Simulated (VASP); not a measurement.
Band structure of YHo₃ (space group Pm-3m). All values below come from PBEsol GGA, VASP's PBE PAW potentials (set 64) (plane waves; VASP 6.6.1).

The 4f electrons are frozen in the core of the lanthanide potential, so 4f levels, which can set the real gap, and their magnetism are missing.

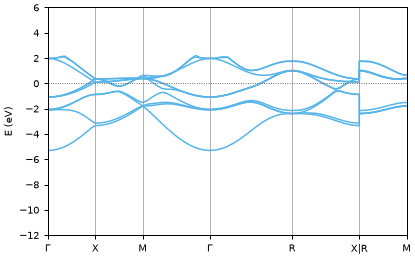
Figure: Bands along high-symmetry lines, zero at the valence-band maximum or, without a gap, the Fermi level

Task: Read the plot: is there a gap, and where are the band edges?

Result: It has no gap at this level: it comes out as a metal or semimetal. (Edges off the drawn lines would not show.)

The structure comes from a computed database's YHo3 entry (Pm-3m); how it stands against other phases isn't given here. It was relaxed first, which changed the volume by -7 %. VASP warned that the highest band is occupied, so more bands are needed.
